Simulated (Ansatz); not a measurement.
**B3LYP/6-31G(d) (spherical functions) run of CH3BF2S (methylthiodifluoroborane)**

What is the energy change on altering one bond length of CH3BF2S (methylthiodifluoroborane) at B3LYP/6-31G* (spherical functions)? 

Program for the calculation: Ansatz 0.2.0.

112 further runs of the same task are left out: 112 set aside as unsound or not needed. Runs told in other sessions of the task aren't counted.

**1. The structure to begin with**

CH3BF2S: 8 atoms, total charge 0, spin state singlet. SMILES: `CSB(F)F`. The coordinates come from a PBE0-D4/def2-TZVP relaxation.

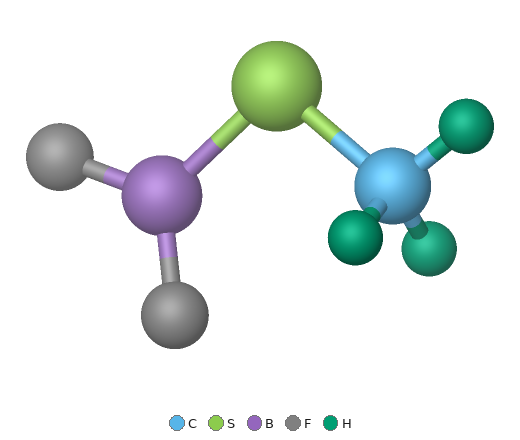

Viewed from a chosen angle; carbon blue, sulfur green, boron purple, fluorine grey, hydrogen teal.

**2. A single-point energy at B3LYP/6-31G(d) (spherical functions)**

input.yaml reads:

```yaml
crystal:
  periodic: [false, false, false]
  atoms:
    - {symbol: C, position_ang: [-0.803300, 0.136900, 0.921900]}
    - {symbol: S, position_ang: [0.719300, -0.779600, 0.569900]}
    - {symbol: B, position_ang: [1.068100, -0.245300, -1.103500]}
    - {symbol: F, position_ang: [2.133800, -0.711800, -1.727700]}
    - {symbol: F, position_ang: [0.295400, 0.609600, -1.753200]}
    - {symbol: H, position_ang: [-0.637500, 1.209000, 0.840300]}
    - {symbol: H, position_ang: [-1.080700, -0.107300, 1.946100]}
    - {symbol: H, position_ang: [-1.603000, -0.168600, 0.250500]}
basis:
  gaussian: {orbitals: 6-31G_st_-spherical.json}
total_charge: 0
hamiltonian: {xc: {name: B3LYP}}
accuracy: high
output: {orbitals: {seedname: orbitals}}
```

The basis set 6-31G* is read from a file made from the Basis Set Exchange's data (not shown).

Command:

```console
$ ansatz run input.yaml --threads 1 --pin off --max-ram 2610MiB --events-out events.jsonl --progress --plain --runs-dir runs
```

Log:

```text
Warning: RAYON_NUM_THREADS=1 ignored (pool sized by the plan → 1); use --threads N
Functional definition: B3LYP
  name "B3LYP"
  parameter a0 = 0.2
  parameter ax = 0.72
  parameter ac = 0.81
  exchange = (1 - a0 - ax)*slater_x + ax*b88_x + a0*exact_x
  correlation = (1 - ac)*vwn_rpa_c + ac*lyp_c
1837 factors; integrals over basis functions are off by at most 3.4e-9 eV
mean field evaluation 1: about -18031.1241 eV, gradient 4.5e1 eV
mean field evaluation 2: about -18028.4326 eV, gradient 6.0e1 eV
mean field evaluation 4: about -18034.9072 eV, gradient 1.3e0 eV
mean field evaluation 8: about -18035.0928 eV, gradient 1.6e-1 eV
mean field evaluation 16: about -18035.0928 eV, gradient 1.3e-5 eV
mean field -18035.09283865 eV, -662.7774371953 hartree, gradient 2.0e-8 eV, S^2 0.000000; 0 other end points of the search recorded, 0 dependent functions left out
reference -18035.09287039 eV, -662.7774383617 hartree; 24, 24 occupied and 56, 56 virtual orbitals, 1837 factors
Total energy: -18035.09287039 eV, -662.7774383617 hartree
```

Wall time 7.2 s (1 thread of Arm Neoverse V1, shared host); peak memory 0.26 GiB.

**3. The distorted shape at the same level**

run.yaml reads:

```yaml
crystal:
  periodic: [false, false, false]
  atoms:
    - {symbol: C, position_ang: [-2.082164, 0.696711, 1.670954]}
    - {symbol: S, position_ang: [-0.559564, -0.219789, 1.318954]}
    - {symbol: B, position_ang: [-0.210764, 0.314511, -0.354446]}
    - {symbol: F, position_ang: [2.133800, -0.711800, -1.727700]}
    - {symbol: F, position_ang: [-0.983464, 1.169411, -1.004146]}
    - {symbol: H, position_ang: [-1.916364, 1.768811, 1.589354]}
    - {symbol: H, position_ang: [-2.359564, 0.452511, 2.695154]}
    - {symbol: H, position_ang: [-2.881864, 0.391211, 0.999554]}
basis:
  gaussian: {orbitals: 6-31G_st_-spherical.json}
total_charge: 0
hamiltonian: {xc: {name: B3LYP}}
accuracy: high
output: {orbitals: {seedname: orbitals}}
```

The basis set 6-31G* is read from a file made from the Basis Set Exchange's data (not shown).

Command:

```console
$ ansatz run run.yaml --threads 1 --pin off --max-ram 2610MiB --events-out events.jsonl --progress --plain --runs-dir runs
```

Log:

```text
Warning: RAYON_NUM_THREADS=1 ignored (pool sized by the plan → 1); use --threads N
[... 7 set-up lines as earlier in the session ...]
1755 factors; integrals over basis functions are off by at most 7.0e-9 eV
mean field evaluation 1: about -18019.1545 eV, gradient 6.2e1 eV
mean field evaluation 2: about -17676.2619 eV, gradient 1.8e2 eV
mean field evaluation 4: about -18023.5222 eV, gradient 3.8e1 eV
mean field evaluation 8: about -18025.2355 eV, gradient 3.4e1 eV
mean field evaluation 16: about -18028.3304 eV, gradient 1.8e-8 eV
mean field -18028.33035351 eV, -662.5289204502 hartree, gradient 2.0e-8 eV, S^2 0.000000; 0 other end points of the search recorded, 0 dependent functions left out
reference -18028.33038636 eV, -662.5289216575 hartree; 24, 24 occupied and 56, 56 virtual orbitals, 1755 factors
Total energy: -18028.33038636 eV, -662.5289216575 hartree
```

It took 7.2 s on 1 thread of Arm Neoverse V1, shared host; peak memory 0.25 GiB.

**4. What came out**

At B3LYP/6-31G* (spherical functions):

```
                                                         quantity          value
                                        first shape: total energy  -662.77744 Eh
                                         first shape: HOMO energy       -7.27 eV
                                         first shape: LUMO energy        0.52 eV
                                       first shape: HOMO–LUMO gap        7.79 eV
                                    distorted shape: total energy  -662.52892 Eh
                                     distorted shape: HOMO energy       -6.75 eV
                                     distorted shape: LUMO energy       -4.17 eV
                                   distorted shape: HOMO–LUMO gap        2.58 eV
energy change with the B3–F4 bond stretched from 1.320 to 2.905 Å       6.762 eV
```

What this shows: With the B3–F4 bond stretched from 1.320 to 2.905 Å the energy rises by 6.76 eV (652 kJ/mol). The first shape isn't relaxed at this level, so the change isn't measured from a minimum. A restricted reference can't describe the breaking bond well at this length.
